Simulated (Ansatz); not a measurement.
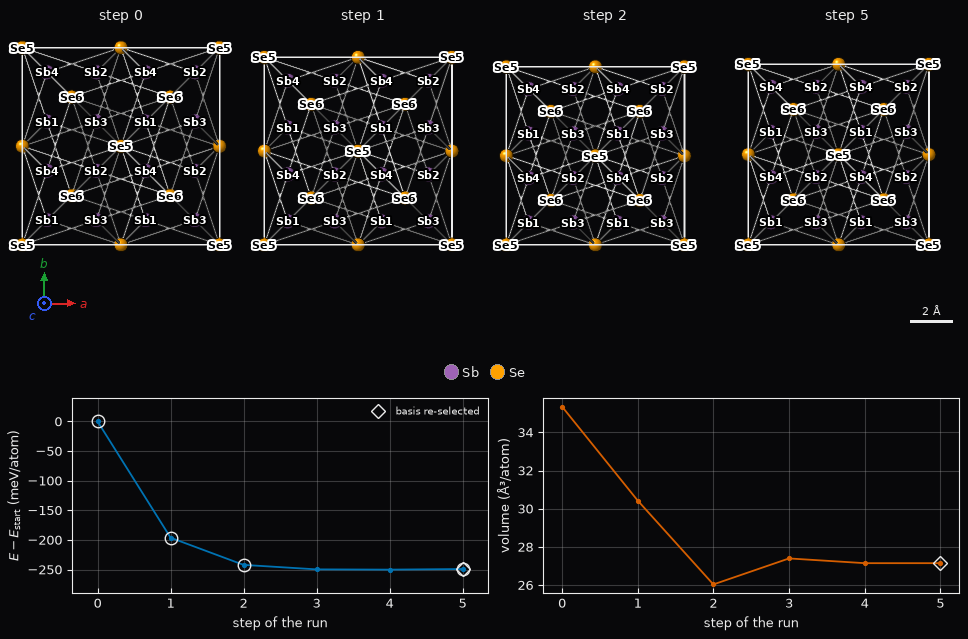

Frames of a relaxation of crystalline Sb₂Se (a generated structure, set up in Fd-3m) (coarse preliminary run), marked on the history of the run. A ball-and-stick model of the conventional cell (4 times the calculation's cell), seen along the c axis. Lengths and directions refer to the drawn axes.

Method: DFT PBE, scalar-relativistic, plane waves, PAW in Ansatz 0.2.0.

Input file:
```yaml
crystal:
  lattice:
    - [0.0, 4.73327704, 4.73327704]
    - [4.73327704, 0.0, 4.73327704]
    - [4.73327704, 4.73327704, 0.0]
  atoms:
    - { symbol: Sb, position: [0.625, 0.625, 0.625] }
    - { symbol: Sb, position: [0.625, 0.625, 0.125] }
    - { symbol: Sb, position: [0.625, 0.125, 0.625] }
    - { symbol: Sb, position: [0.125, 0.625, 0.625] }
    - { symbol: Se, position: [0.0, 0.0, 0.0] }
    - { symbol: Se, position: [0.25, 0.25, 0.25] }
basis:
  ecutwfc: 420
kpoints:
  mp_grid: { grid: [4, 4, 4] }
hamiltonian:
  xc: pbe
scf:
  occupations: { method: gaussian, width: 0.1 }
  lower_state_search: "off"
output:
  forces: true
  stress: true
  eigenvalues: true
relax:
  adjacent_minimum: "off"
  f_tol: 0.04
  max_steps: 70
  cell: { stress_tol: 0.4 }
```

Run as
```bash
ansatz run input.yaml --threads 1 --pin off --max-ram 2560MiB --backend cpu --events-out ev --progress --plain --runs-dir out
```

Describe the path.

Answer. No atom moves by more than 0.005 Å relative to the cell. Cell: a = b = c 9.467 → 8.669 Å (−8.4 %). Volume −23.2 %. Some distances before and after: Sb1–Se5 3.925 → 3.594 Å. The space group stays Fd-3m (No. 227). Over 4 accepted moves (5 points after the start) the energy falls by 249 meV per atom. All forces vanish by symmetry, so only the cell relaxes. The pressure goes from −7.52 to −0.03 GPa. At 1 point the geometry stayed and the basis and grid were re-selected for the new cell (energy shift of 1.0 meV per atom at most each time). From step 0 to 1: volume −13.9 %, energy −196 meV per atom. From step 1 to 2: volume −14.4 %, energy −45.9 meV per atom. From step 2 to 5: volume +4.3 %, energy −7.0 meV per atom.
